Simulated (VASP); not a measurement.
# NbSi2: structure and properties in VASP, part 4 of 4

Wanted: the relaxed cell of NbSi2 and its properties. The start is a cell from a database of measured crystal structures.

VASP 6.6.1; PBE with D3(BJ); plane waves and PAW (Nb_sv, Si).

Still holding for the runs below: This run has no spin polarisation. Its electron count is odd, so without a moment it is a metal by construction.

So far. Step 5 (Bands along the symmetry lines (PBE + D3(BJ))): There is no gap at this level. Step 6 (Density of states (PBE + D3(BJ))): The finer mesh and the other smearing move the Fermi level by -0.01 eV from the 5×5×3 run, a small shift, which tests the Fermi level alone. Of the states within 0.3 eV of the Fermi level, the largest shares in the PAW spheres are Nb d 50 % and Si p 9 %. The rest lies in smaller channels or between the spheres. The relaxed cell has a = 4.752, c = 6.533 Å (conventional setting).

### Step 7. Vibrations at Γ (PBE + D3(BJ))

Zone-centre modes test whether the atoms sit at a minimum within this cell. IBRION = 6 takes the force constants from differences of forces between displaced cells, so the forces must be tight.

Contents of INCAR:

```
SYSTEM = NbSi2
PREC = Accurate
ENCUT = 400
EDIFF = 1E-08
NELM = 100
ISMEAR = 1
SIGMA = 0.2
LREAL = .FALSE.
ALGO = Normal
GGA = PE
IVDW = 12
NBANDS = 40
LORBIT = 11
LWAVE = .FALSE.
LCHARG = .FALSE.
KPAR = 4
IBRION = 6
NFREE = 2
POTIM = 0.015
ISIF = 2
NSW = 1
```

Contents of POSCAR:

```
NbSi2
1.0
    4.7517321460      0.0000000000      0.0000000000
   -2.3758660730      4.1151207503      0.0000000000
    0.0000000000      0.0000000000      6.5331610463
Nb Si
3 6
Direct
    0.0000000000      0.5000000000      0.1666666667
    0.5000000000      0.5000000000      0.8333333333
    0.5000000000      0.0000000000      0.5000000000
    0.3182866522      0.1591433261      0.1666666667
    0.1591433261      0.8408566739      0.8333333333
    0.8408566739      0.6817133478      0.5000000000
    0.6817133478      0.8408566739      0.1666666667
    0.8408566739      0.1591433261      0.8333333333
    0.1591433261      0.3182866522      0.5000000000
```

Contents of KPOINTS:

```
Automatic mesh
0
Gamma
7 7 5
0 0 0
```

Potentials, in the order of the species: Nb_sv and Si (PBE family, release 64).

Started as:

```bash
$ mpirun -np 4 vasp_std
```

Log:

```text
[... set-up lines as in an earlier step ...]
 entering main loop
       N       E                     dE             d eps       ncg     rms          rms(c)
DAV:   1     0.454820419050E+03    0.45482E+03   -0.27330E+04  1928   0.124E+03
DAV:   2    -0.288403052230E+02   -0.48366E+03   -0.46636E+03  2416   0.448E+02
DAV:   3    -0.676451444743E+02   -0.38805E+02   -0.37846E+02  3304   0.928E+01
DAV:   4    -0.704245720907E+02   -0.27794E+01   -0.27652E+01  3024   0.222E+01
DAV:   5    -0.705443969366E+02   -0.11982E+00   -0.11965E+00  3104   0.521E+00    0.180E+01
DAV:   6    -0.682427561918E+02    0.23016E+01   -0.12498E+01  2848   0.181E+01    0.657E+00
DAV:   7    -0.681517184776E+02    0.91038E-01   -0.12031E+00  2832   0.439E+00    0.380E+00
DAV:   8    -0.681267144949E+02    0.25004E-01   -0.15029E-01  3088   0.214E+00    0.739E-01
DAV:   9    -0.681268305039E+02   -0.11601E-03   -0.25161E-02  3136   0.752E-01    0.474E-01
DAV:  10    -0.681268390198E+02   -0.85160E-05   -0.42487E-03  2544   0.460E-01    0.700E-02
DAV:  11    -0.681267946945E+02    0.44325E-04   -0.39755E-04  3152   0.108E-01    0.245E-02
DAV:  12    -0.681267913252E+02    0.33693E-05   -0.46128E-05  2880   0.505E-02    0.999E-03
DAV:  13    -0.681267894979E+02    0.18273E-05   -0.82446E-06  2832   0.160E-02    0.298E-03
DAV:  14    -0.681267889277E+02    0.57025E-06   -0.76309E-07  2616   0.656E-03    0.119E-03
DAV:  15    -0.681267889022E+02    0.25480E-07   -0.19235E-07  3192   0.183E-03    0.384E-04
DAV:  16    -0.681267889647E+02   -0.62513E-07   -0.70492E-09  1504   0.663E-04    0.182E-04
DAV:  17    -0.681267889605E+02    0.42401E-08   -0.20867E-09  1536   0.322E-04
   1 F= -.73402130E+02 E0= -.73401439E+02  d E =-.207172E-02
 Found     4 degrees of freedom:
 Finite differences POTIM= 0.01500 DOF=   4
 bond charge predicted
       N       E                     dE             d eps       ncg     rms          rms(c)
DAV:   1    -0.681198296256E+02    0.69593E-02   -0.96669E-01 10200   0.676E+00    0.137E-01
DAV:   2    -0.681249893308E+02   -0.51597E-02   -0.54782E-02 12016   0.150E+00    0.749E-02
DAV:   3    -0.681251154920E+02   -0.12616E-03   -0.17353E-03 15504   0.257E-01    0.542E-02
DAV:   4    -0.681250973968E+02    0.18095E-04   -0.17589E-04 14464   0.108E-01    0.172E-02
DAV:   5    -0.681250969968E+02    0.40001E-06   -0.35296E-05 14344   0.461E-02    0.879E-03
DAV:   6    -0.681250955166E+02    0.14802E-05   -0.56093E-06 13032   0.165E-02    0.676E-03
DAV:   7    -0.681250944882E+02    0.10284E-05   -0.46671E-06 13600   0.167E-02    0.156E-03
DAV:   8    -0.681250945485E+02   -0.60357E-07   -0.76460E-07 14384   0.531E-03    0.664E-04
DAV:   9    -0.681250945504E+02   -0.18999E-08   -0.50004E-08 12000   0.182E-03
   2 F= -.73400436E+02 E0= -.73399747E+02  d E =-.206646E-02
[...]
3 F= -.73400436E+02 E0= -.73399747E+02  d E =-.206645E-02
[...]
4 F= -.73399984E+02 E0= -.73399288E+02  d E =-.208838E-02
[...]
5 F= -.73399984E+02 E0= -.73399288E+02  d E =-.208839E-02
[...]
6 F= -.73401227E+02 E0= -.73400503E+02  d E =-.216971E-02
[...]
7 F= -.73401075E+02 E0= -.73400411E+02  d E =-.199140E-02
[...]
8 F= -.73400747E+02 E0= -.73400053E+02  d E =-.208072E-02
 Finite differences progress:
  Degree of freedom:   4/  4
  Displacement:        1/  2
  Total:               7/  8
 bond charge predicted
       N       E                     dE             d eps       ncg     rms          rms(c)
DAV:   1    -0.681255768061E+02   -0.17343E-03   -0.13375E-01  9952   0.132E+00    0.174E-01
DAV:   2    -0.681255657398E+02    0.11066E-04   -0.69347E-03 13304   0.629E-01    0.981E-02
DAV:   3    -0.681254323476E+02    0.13339E-03   -0.98256E-04 14768   0.282E-01    0.567E-02
DAV:   4    -0.681254031164E+02    0.29231E-04   -0.28907E-04 11840   0.913E-02    0.132E-02
DAV:   5    -0.681254031786E+02   -0.62192E-07   -0.39855E-05 13968   0.392E-02    0.113E-02
DAV:   6    -0.681254035097E+02   -0.33113E-06   -0.44657E-06 16344   0.169E-02    0.319E-03
DAV:   7    -0.681254033911E+02    0.11865E-06   -0.79737E-07 13256   0.667E-03    0.123E-03
DAV:   8    -0.681254033793E+02    0.11846E-07   -0.16336E-07 15224   0.339E-03    0.596E-04
DAV:   9    -0.681254033792E+02    0.66393E-10   -0.20337E-08  8344   0.109E-03
   9 F= -.73400747E+02 E0= -.73400053E+02  d E =-.208071E-02
 Finite differences progress:
  Degree of freedom:   4/  4
  Displacement:        2/  2
  Total:               8/  8
```

Run time: 6.2 min. Hardware: 4 MPI ranks of Intel Xeon Platinum 8488C (Sapphire Rapids), shared host; peak memory 2.5 GiB.

Parts of OUTCAR (step 7):

```text
   k-points           NKPTS =     24   k-points in BZ     NKDIM =     24   number of bands    NBANDS=     40

   NELECT =      63.0000    total number of electrons

 Edisp (eV)   -5.27534

 E-fermi :  11.8234

 k-point     1 :       0.0000    0.0000    0.0000
  band No.  band energies     occupation
    ...
     28       9.5761      2.00000
     29       9.6579      2.00000
     30       9.8143      2.00000
     31       9.8299      2.00000
     32      10.7905      2.00000
     33      12.5989     -0.00000
     34      15.1157     -0.00000
     35      15.2687     -0.00000
     36      15.2767     -0.00000
     37      15.2830     -0.00000
    ...

 Edisp (eV)   -5.27534

  Total      -0.32652    -0.25320     0.21363     0.02009    -0.01557    -0.02591
  in kB      -4.09509    -3.17554     2.67929     0.25200    -0.19527    -0.32497
  external pressure =       -1.53 kB  Pullay stress =        0.00 kB

 POSITION                                       TOTAL-FORCE (eV/Angst)
 -----------------------------------------------------------------------------------
     -1.18793      2.05756      1.08886        -0.000983      0.002035     -0.010517
      1.18793      2.05756      5.44430         0.001355      0.036733     -0.051790
      2.37587      0.00000      3.26658        -0.030721      0.016216     -0.049150
      1.13431      0.65489      1.07386         0.021208     -0.026697      0.184484
     -1.24156      3.46023      5.44430         0.010378     -0.021104     -0.031857
      2.37587      2.80533      3.26658         0.000822     -0.001425     -0.010853
      1.24156      3.46023      1.08886        -0.005054     -0.002409      0.010543
      3.61742      0.65489      5.44430        -0.008992      0.004250     -0.010872
      0.00000      1.30979      3.26658         0.011987     -0.007598     -0.029989
 -----------------------------------------------------------------------------------
    total drift:                                0.000079     -0.000155      0.000170

  FREE ENERGIE OF THE ION-ELECTRON SYSTEM (eV)
  ---------------------------------------------------
  free  energy   TOTEN  =       -73.4007466340 eV

  energy  without entropy=      -73.3986659284  energy(sigma->0) =      -73.40005307

 Eigenvectors and eigenvalues of the dynamical matrix
 ----------------------------------------------------

   1 f  =   12.327228 THz    77.454256 2PiTHz  411.192054 cm-1    50.981294 meV
             X         Y         Z           dx          dy          dz
     -1.187933  2.057560  1.088860     0.000000   -0.000000   -0.087160
      1.187933  2.057560  5.444301     0.000000    0.000000   -0.087153
      2.375866  0.000000  3.266581     0.000000    0.000000    0.174313
      1.134310  0.654894  1.088860     0.029195    0.150109   -0.250735
     -1.241556  3.460227  5.444301    -0.029203    0.150102   -0.250714
      2.375866  2.805333  3.266581    -0.230792   -0.000003    0.501450
      1.241556  3.460227  1.088860    -0.029195   -0.150109   -0.250735
      3.617422  0.654894  5.444301     0.029203   -0.150102   -0.250714
      0.000000  1.309788  3.266581     0.230792    0.000003    0.501450

   2 f  =   12.327228 THz    77.454256 2PiTHz  411.192054 cm-1    50.981294 meV
             X         Y         Z           dx          dy          dz
     -1.187933  2.057560  1.088860    -0.000000   -0.000000   -0.150958
      1.187933  2.057560  5.444301    -0.000000    0.000000    0.150962
      2.375866  0.000000  3.266581    -0.000000    0.000000   -0.000004
      1.134310  0.654894  1.088860    -0.150107    0.144125   -0.434262
     -1.241556  3.460227  5.444301    -0.150105   -0.144132    0.434274
      2.375866  2.805333  3.266581     0.000006   -0.115863   -0.000012
      1.241556  3.460227  1.088860     0.150107   -0.144125   -0.434262
      3.617422  0.654894  5.444301     0.150105    0.144132    0.434274
      0.000000  1.309788  3.266581    -0.000006    0.115863   -0.000012

[...]
6 f  =   11.276371 THz    70.851528 2PiTHz  376.139247 cm-1    46.635302 meV
             X         Y         Z           dx          dy          dz
     -1.187933  2.057560  1.088860    -0.078879    0.275101   -0.000000
      1.187933  2.057560  5.444301     0.078879    0.275101   -0.000000
      2.375866  0.000000  3.266581     0.000000    0.138479    0.000000
      1.134310  0.654894  1.088860     0.114260   -0.274687    0.335855
     -1.241556  3.460227  5.444301    -0.114260   -0.274687    0.335855
      2.375866  2.805333  3.266581    -0.000000   -0.076782    0.000000
      1.241556  3.460227  1.088860     0.114260   -0.274687   -0.335855
      3.617422  0.654894  5.444301    -0.114260   -0.274687   -0.335855
      0.000000  1.309788  3.266581    -0.000000   -0.076782   -0.000000

   7 f  =   11.041005 THz    69.372680 2PiTHz  368.288281 cm-1    45.661907 meV
             X         Y         Z           dx          dy          dz
     -1.187933  2.057560  1.088860    -0.000000   -0.000000    0.000000
      1.187933  2.057560  5.444301     0.000000   -0.000000   -0.000000
      2.375866  0.000000  3.266581    -0.000000    0.000000    0.000000
      1.134310  0.654894  1.088860    -0.353553   -0.204124    0.000000
     -1.241556  3.460227  5.444301    -0.353553    0.204124   -0.000000
      2.375866  2.805333  3.266581     0.000000    0.408248   -0.000000
      1.241556  3.460227  1.088860     0.353553    0.204124    0.000000
      3.617422  0.654894  5.444301     0.353553   -0.204124   -0.000000
      0.000000  1.309788  3.266581     0.000000   -0.408248    0.000000

   8 f  =   10.490540 THz    65.914010 2PiTHz  349.926764 cm-1    43.385370 meV
             X         Y         Z           dx          dy          dz
     -1.187933  2.057560  1.088860     0.000000    0.000000    0.097104
      1.187933  2.057560  5.444301     0.000000    0.000000    0.097105
      2.375866  0.000000  3.266581     0.000000   -0.000000   -0.194209
      1.134310  0.654894  1.088860     0.237388   -0.146250   -0.112130
     -1.241556  3.460227  5.444301    -0.237389   -0.146252   -0.112131
      2.375866  2.805333  3.266581     0.490702    0.000000    0.224261
      1.241556  3.460227  1.088860    -0.237388    0.146250   -0.112130
      3.617422  0.654894  5.444301     0.237389    0.146252   -0.112131
      0.000000  1.309788  3.266581    -0.490702   -0.000000    0.224261

   9 f  =   10.490540 THz    65.914010 2PiTHz  349.926764 cm-1    43.385370 meV
             X         Y         Z           dx          dy          dz
     -1.187933  2.057560  1.088860     0.000000   -0.000000    0.168190
      1.187933  2.057560  5.444301     0.000000   -0.000000   -0.168190
      2.375866  0.000000  3.266581     0.000000   -0.000000   -0.000001
      1.134310  0.654894  1.088860     0.146251   -0.406264   -0.194216
     -1.241556  3.460227  5.444301     0.146250    0.406263    0.194215
      2.375866  2.805333  3.266581     0.000001   -0.152950    0.000001
      1.241556  3.460227  1.088860    -0.146251    0.406264   -0.194216
      3.617422  0.654894  5.444301    -0.146250   -0.406263    0.194215
      0.000000  1.309788  3.266581    -0.000001    0.152950    0.000001

  10 f  =    9.223854 THz    57.955186 2PiTHz  307.674664 cm-1    38.146779 meV
             X         Y         Z           dx          dy          dz
     -1.187933  2.057560  1.088860     0.090789   -0.157251    0.000000
      1.187933  2.057560  5.444301     0.090789    0.157251    0.000000
      2.375866  0.000000  3.266581    -0.181578    0.000000   -0.000000
      1.134310  0.654894  1.088860    -0.191951    0.332469   -0.052922
     -1.241556  3.460227  5.444301    -0.191951   -0.332469    0.052922
      2.375866  2.805333  3.266581     0.383902    0.000000   -0.052922
    [... 204 further lines ...]
      1.241556  3.460227  1.088860     0.239623    0.073488    0.000003
      3.617422  0.654894  5.444301     0.239618    0.073471   -0.000009
      0.000000  1.309788  3.266581     0.239606    0.073484   -0.000011

 ELASTIC MODULI CONTR FROM IONIC RELAXATION (kBar)
 Direction    XX          YY          ZZ          XY          YZ          ZX
 --------------------------------------------------------------------------------
 XX         -94.0478     70.8018     18.2365      0.0000      0.0000     -0.0000
 YY          70.8018    -94.0478     18.2365      0.0000     -0.0000      0.0000
 ZZ          18.2365     18.2365    -28.6131     -0.0000      0.0000      0.0000
 XY          -0.0000      0.0000     -0.0000    -82.4248      0.0000     -0.0000
 YZ           0.0000     -0.0000      0.0000      0.0000   -246.6210      0.0000
 ZX          -0.0000      0.0000     -0.0000      0.0000      0.0000   -246.6211
 --------------------------------------------------------------------------------

[... 8 parts as in an earlier step ...]

[... 8 further parts left out ...]
```

CONTCAR:

```
NbSi2
   1.00000000000000
     4.7517321460000002    0.0000000000000000    0.0000000000000000
    -2.3758660730000001    4.1151207503000000    0.0000000000000000
     0.0000000000000000    0.0000000000000000    6.5331610463000001
  Nb              Si
     3     6
Direct
     0.0000000000000000    0.5000000000000000    0.1666666667000030
     0.5000000000000000    0.5000000000000000    0.8333333332999970
     0.5000000000000000    0.0000000000000000    0.5000000000000000
     0.3182866522000012    0.1591433261000006    0.1643706877866261
     0.1591433261000006    0.8408566738999994    0.8333333332999970
     0.8408566738999994    0.6817133477999988    0.5000000000000000
     0.6817133477999988    0.8408566738999994    0.1666666667000030
     0.8408566738999994    0.1591433261000006    0.8333333332999970
     0.1591433261000006    0.3182866522000012    0.5000000000000000
```

The last energy, forces, stress and levels in OUTCAR belong to the last displaced cell, not to the cell of POSCAR.

This step gave:

```yaml
bands: 40
pressure_of_the_cell: -0.1573 GPa
largest_force_of_the_cell: 0.005563 eV/Å
```

Modes at Γ, with each element's share of the kinetic energy:

```csv
mode,frequency (cm⁻¹),symmetry,Nb %,Si %
1,0.0,acoustic,62,38
2,0.0,acoustic,62,38
3,0.0,acoustic,62,38
4,142.4,B,59,41
5,200.5,E1,68,32
6,200.5,E1,68,32
7,212.3,E2,76,24
8,212.3,E2,76,24
9,228.3,B,78,22
10,243.3,A2,15,85
11,243.7,E1,21,79
12,243.7,E1,21,79
13,274.8,B,41,59
14,278.1,E1,30,70
15,278.1,E1,30,70
16,306.9,E2,14,86
17,306.9,E2,14,86
18,307.7,B,10,90
19,349.9,E2,6,94
20,349.9,E2,6,94
21,368.3,A1,0,100
22,376.1,E1,18,82
23,376.1,E1,18,82
24,387.0,B,13,87
25,393.4,A2,22,78
26,411.2,E2,5,95
27,411.2,E2,5,95
```

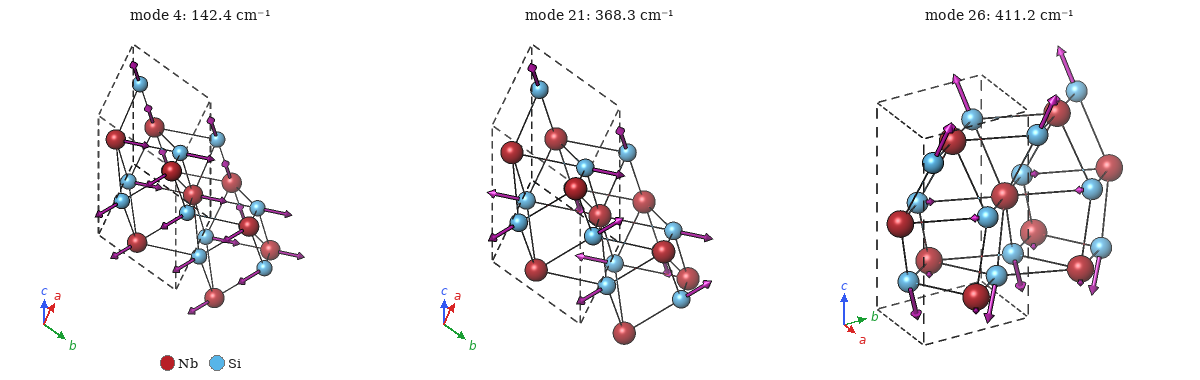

Displacement patterns of modes 4, 21 and 26 at Γ; arrows are exaggerated. 1×2×1 cells are drawn. Some periodic images of atoms are drawn too.

The three acoustic modes come out at zero, and all others are real. By the characters of their eigenvectors the optical modes sort into (cm⁻¹) Raman active: E1 200, E2 212, E1 244, E1 278, E2 307, E2 350, A1 368, E1 376, E2 411; infrared active: E1 200, A2 243, E1 244, E1 278, E1 376, A2 393; silent: B 142, B 228, B 275, B 308, B 387. B labels carry no number here, since it depends on the setting of the axes.

### Step 8. What came out

| Item | Value |
| --- | --- |
| relaxed volume | 14.19 Å³/atom |
| relaxed conventional cell a, b, c | 4.752, 4.752, 6.533 Å; angles 90.0, 90.0, 120.0° |
| space group after relaxing, within 0.02 Å | P6_222 (No. 180) |
| band gap | none, a metal |
| DOS at the Fermi level | 3.56 states/eV/cell |
| highest zone-centre mode | 411 cm⁻¹ |

In words: With PBE + D3(BJ), NbSi2 relaxes to 14.19 Å³/atom in space group P6_222 (held by the symmetry of the run) and comes out as a metal. Against the listed cell the volume lies -3.6 % (a -1.4 %, c -0.9 %). Bands along the symmetry lines (PBE + D3(BJ)): Of the bands kept, 2 cross the Fermi level on this path. Vibrations at Γ (PBE + D3(BJ)): The highest mode in this list at Γ, 411.2 cm⁻¹, is mostly motion of Si (95 % of the kinetic energy). Spin-orbit coupling is left out; it would split some degenerate bands. The k-sampling is coarse for a metal, so the Fermi level, pressures and the shape of the cell carry errors. With an odd electron count and no spin the cell is a metal by construction. Modes at Γ alone can't show that the crystal is stable at other wave vectors. No search among competing phases was made, and a listed structure need not be the one stable at ambient conditions. All values are for a static lattice at zero temperature.

[Lines on the potential files, build, host, timing and source positions are cut from VASP's logs without a mark.]

[Logs are printed without paths, hosts, clocks, repeated set-up lines and the standing remarks that a program may print on its own settings, such as how far it seeks lower states.]

[Hosts, paths, dates, database ids (printed as entryN), source tags and the programs' standing remarks are cut or masked in the printed files.]

[A measured line is paired with the nearest computed mode of its activity, which favours agreement.]
